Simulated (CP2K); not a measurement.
**r2SCAN/aug-cc-pVTZ run of GeSe (SMILES [Ge-]#[Se+])**

What is the energy change on altering one bond length of GeSe at r2SCAN/aug-cc-pVTZ? 

Program for the calculation: CP2K 2026.2.

1 further run of the same task is left out (it didn't finish).

## Step 1: Starting point

GeSe: 2 atoms, total charge 0, spin state singlet. SMILES: `[Ge-]#[Se+]`. The bond length is the measured one.

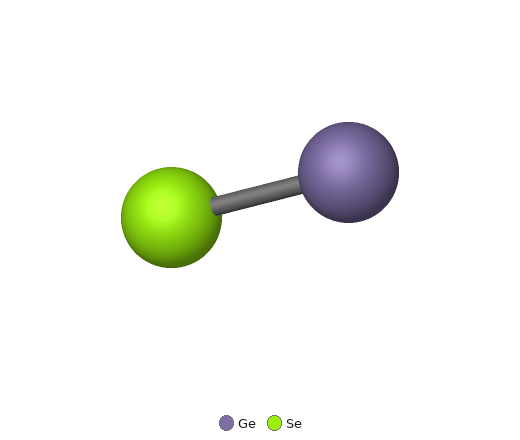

The structure, seen from a chosen angle (germanium purple, selenium green).

## Step 2: A single-point energy at r2SCAN/aug-cc-pVTZ

File gas.inp:

```
&GLOBAL
 PROJECT gas
 RUN_TYPE ENERGY
 PRINT_LEVEL MEDIUM
&END GLOBAL
&FORCE_EVAL
 METHOD QS
 &DFT
  BASIS_SET_FILE_NAME ./aug_cc_pvtz.basis
  POTENTIAL_FILE_NAME POTENTIAL
  CHARGE 0
  MULTIPLICITY 1
  ! Quickstep
  &QS
   METHOD GAPW
   EPS_DEFAULT 1.0E-10
  &END QS
  &MGRID
   CUTOFF 280
   REL_CUTOFF 50
   NGRIDS 4
  &END MGRID
  ! no periodic images
  &POISSON
   PERIODIC NONE
   POISSON_SOLVER MULTIPOLE
  &END POISSON
  &SCF
   SCF_GUESS ATOMIC
   EPS_SCF 1.0E-06
   MAX_SCF 40
   &OT ON
    MINIMIZER DIIS
    PRECONDITIONER FULL_ALL
   &END OT
   &OUTER_SCF
    EPS_SCF 1.0E-06
    MAX_SCF 5
   &END OUTER_SCF
  &END SCF
  &XC
   &XC_FUNCTIONAL
    &MGGA_X_R2SCAN
    &END MGGA_X_R2SCAN
    &MGGA_C_R2SCAN
    &END MGGA_C_R2SCAN
   &END XC_FUNCTIONAL
  &END XC
  ! extra output
  &PRINT
   &MOMENTS
    PERIODIC F
    REFERENCE COM
    MAX_MOMENT 1
   &END MOMENTS
   &MO_CUBES
    NLUMO 5
    NHOMO -1
    WRITE_CUBE F
   &END MO_CUBES
   &LOWDIN ON
   &END LOWDIN
   &HIRSHFELD OFF
   &END HIRSHFELD
  &END PRINT
 &END DFT
 ! atoms, cell and kinds
 &SUBSYS
  ! vacuum box
  &CELL
   ABC [angstrom] 8.6 8.6 10.7
   PERIODIC NONE
  &END CELL
  &COORD
   Ge     0.000000     0.000000     0.000000
   Se     0.000000     0.000000     2.134629
  &END COORD
  &TOPOLOGY
   &CENTER_COORDINATES
   &END CENTER_COORDINATES
  &END TOPOLOGY
  &KIND Ge
   BASIS_SET aug-cc-pVTZ
   POTENTIAL ALL
   LEBEDEV_GRID 194
   RADIAL_GRID 100
  &END KIND
  &KIND Se
   BASIS_SET aug-cc-pVTZ
   POTENTIAL ALL
   LEBEDEV_GRID 194
   RADIAL_GRID 100
  &END KIND
 &END SUBSYS
&END FORCE_EVAL
```

Launch:

```console
OMP_NUM_THREADS=1 cp2k.psmp gas.inp > gas.out
```

What it wrote:

```text
CP2K| version string:                                       CP2K version 2026.2
[...]
 GLOBAL| Method name                                                        CP2K
[...]
 GLOBAL| Run type                                                         ENERGY
[...]
 DFT| Spin restricted Kohn-Sham (RKS) calculation                            RKS
 DFT| Multiplicity                                                             1
[...]
 DFT| Charge                                                                   0
[...]
 FUNCTIONAL| MGGA_X_R2SCAN:
[...]
 FUNCTIONAL| MGGA_C_R2SCAN:
[...]
 QS| Method:                                                                GAPW
[...]
 QS| Density cutoff [a.u.]:                                                140.0
[...]
 QS| Relative density cutoff [a.u.]:                                        25.0
[...]
                             - Atoms:                                          2
[...]
                             - Spherical basis functions:                    118
[...]
 Number of electrons:                                                         66
[...]
     1 OT DIIS     0.15E+00    2.4     0.67967711     -4286.1946037744 -4.29E+03
[...]
    11 OT DIIS     0.15E+00    2.6     0.00000039     -4478.6562891715  8.17E-09
  *** SCF run converged in    11 steps ***
[...]
  Overlap energy of the core charge distribution:               0.00001512530124
  Self energy of the core charge distribution:              -1174.35017019940392
  Core Hamiltonian energy:                                  -3646.29657415354268
  Hartree energy:                                             133.94598092548080
  Exchange-correlation energy:                                -30.88262448706940
[...]
                     Mulliken Population Analysis
 #  Atom  Element  Kind  Atomic population                           Net charge
       1     Ge       1         31.803334                              0.196666
       2     Se       2         34.196666                             -0.196666
 # Total charge                             66.000000                  0.000000
[...]
  Dipole moment [Debye]
    X=  0.8567929E-05 Y=  0.6342804E-05 Z= -0.1644847E+01  Total=      1.6448470
[...]
 WARNING : did not converge in ot_eigensolver
 number of iterations          299  exceeded maximum
 current gradient / target gradient   1.5844273365174421E-004  /    1.0000000000000001E-005
[...]
 HOMO - LUMO gap [eV] :    3.791225
 ENERGY| Total FORCE_EVAL ( QS ) energy [hartree]          -4478.656289171485696
[...]
```

Run time: 2.2 min. Hardware: 1 thread of Arm Neoverse V1, shared host; peak memory 0.62 GiB.

## Step 3: The distorted shape

File molecule.inp:

```
&FORCE_EVAL
  METHOD QS
  &DFT
    BASIS_SET_FILE_NAME ./aug_cc_pvtz.basis
    POTENTIAL_FILE_NAME POTENTIAL
    CHARGE 0
    MULTIPLICITY 1
    ! Quickstep
    &QS
      METHOD GAPW
      EPS_DEFAULT 1.0E-10
    &END QS
    ! real-space grids
    &MGRID
      CUTOFF 280
      REL_CUTOFF 50
      NGRIDS 4
    &END MGRID
    ! isolated system
    &POISSON
      PERIODIC NONE
      POISSON_SOLVER MULTIPOLE
    &END POISSON
    ! self-consistent field
    &SCF
      SCF_GUESS ATOMIC
      EPS_SCF 1.0E-06
      MAX_SCF 30
      &OT ON
        MINIMIZER DIIS
        PRECONDITIONER FULL_ALL
      &END OT
      &OUTER_SCF
        EPS_SCF 1.0E-06
        MAX_SCF 5
      &END OUTER_SCF
    &END SCF
    &XC
      &XC_FUNCTIONAL
        &MGGA_X_R2SCAN
        &END MGGA_X_R2SCAN
        &MGGA_C_R2SCAN
        &END MGGA_C_R2SCAN
      &END XC_FUNCTIONAL
    &END XC
    ! extra output
    &PRINT
      &MOMENTS
        PERIODIC F
        REFERENCE COM
        MAX_MOMENT 1
      &END MOMENTS
      &MO_CUBES
        NLUMO 3
        NHOMO -1
        WRITE_CUBE F
      &END MO_CUBES
      &LOWDIN ON
      &END LOWDIN
      &HIRSHFELD OFF
      &END HIRSHFELD
    &END PRINT
  &END DFT
  &SUBSYS
    &CELL
      ABC [angstrom] 8.6 8.6 11.1
      PERIODIC NONE
    &END CELL
    &COORD
      UNIT bohr
      Ge     0.0000000     0.0000000    -0.6050355
      Se     0.0000000     0.0000000     4.0338642
    &END COORD
    &TOPOLOGY
      &CENTER_COORDINATES
      &END CENTER_COORDINATES
    &END TOPOLOGY
    &KIND Ge
      BASIS_SET aug-cc-pVTZ
      POTENTIAL ALL
      LEBEDEV_GRID 194
      RADIAL_GRID 100
    &END KIND
    &KIND Se
      BASIS_SET aug-cc-pVTZ
      POTENTIAL ALL
      LEBEDEV_GRID 194
      RADIAL_GRID 100
    &END KIND
  &END SUBSYS
&END FORCE_EVAL
&GLOBAL
  PROJECT_NAME molecule
  RUN_TYPE ENERGY
  PRINT_LEVEL MEDIUM
&END GLOBAL
```

Launch:

```console
OMP_NUM_THREADS=1 cp2k.psmp molecule.inp > molecule.out
```

What it wrote:

```text
CP2K| version string:                                       CP2K version 2026.2
[...]
 GLOBAL| Method name                                                        CP2K
[...]
 GLOBAL| Run type                                                         ENERGY
[...]
 DFT| Spin restricted Kohn-Sham (RKS) calculation                            RKS
 DFT| Multiplicity                                                             1
[...]
 DFT| Charge                                                                   0
[...]
 FUNCTIONAL| MGGA_X_R2SCAN:
[...]
 FUNCTIONAL| MGGA_C_R2SCAN:
[...]
 QS| Method:                                                                GAPW
[...]
 QS| Density cutoff [a.u.]:                                                140.0
[...]
 QS| Relative density cutoff [a.u.]:                                        25.0
[...]
                             - Atoms:                                          2
[...]
                             - Spherical basis functions:                    118
[...]
 Number of electrons:                                                         66
[...]
     1 OT DIIS     0.15E+00    2.5     0.73256248     -4255.5987061166 -4.26E+03
[...]
    14 OT DIIS     0.15E+00    2.7     0.00000056     -4478.6284150864 -2.04E-08
  *** SCF run converged in    14 steps ***
[...]
  Overlap energy of the core charge distribution:               0.00000009911386
  Self energy of the core charge distribution:              -1174.35017019940392
  Core Hamiltonian energy:                                  -3646.42354608627556
  Hartree energy:                                             134.09338169081718
  Exchange-correlation energy:                                -30.79121676846791
[...]
                     Mulliken Population Analysis
 #  Atom  Element  Kind  Atomic population                           Net charge
       1     Ge       1         31.678779                              0.321221
       2     Se       2         34.321221                             -0.321221
 # Total charge                             66.000000                 -0.000000
[...]
  Dipole moment [Debye]
    X=  0.4683220E-05 Y= -0.7897024E-05 Z= -0.2898117E+01  Total=      2.8981169
[...]
 WARNING : did not converge in ot_eigensolver
 number of iterations          299  exceeded maximum
 current gradient / target gradient   2.2618834736937750E-005  /    1.0000000000000001E-005
[...]
 HOMO - LUMO gap [eV] :    2.511034
 ENERGY| Total FORCE_EVAL ( QS ) energy [hartree]          -4478.628415086392124
[...]
```

Wall time 2 min (1 thread of Arm Neoverse V1, shared host); peak memory 0.66 GiB.

## Step 4: Results

Level: r2SCAN/aug-cc-pVTZ.

```
                                                           quantity           value
                                          first shape: total energy  -4478.65629 Eh
                                         first shape: dipole moment          1.64 D
                                           first shape: HOMO energy        -6.82 eV
                                           first shape: LUMO energy        -3.03 eV
                                         first shape: HOMO–LUMO gap         3.79 eV
                                      distorted shape: total energy  -4478.62842 Eh
                                     distorted shape: dipole moment          2.90 D
                                       distorted shape: HOMO energy        -6.19 eV
                                       distorted shape: LUMO energy        -3.68 eV
                                     distorted shape: HOMO–LUMO gap         2.51 eV
energy change with the Ge1–Se2 bond stretched from 2.135 to 2.455 Å        0.758 eV
```

What this shows: With the Ge1–Se2 bond stretched from 2.135 to 2.455 Å the energy rises by 0.76 eV (73.2 kJ/mol). The first shape isn't relaxed at this level, so the change isn't measured from a minimum.
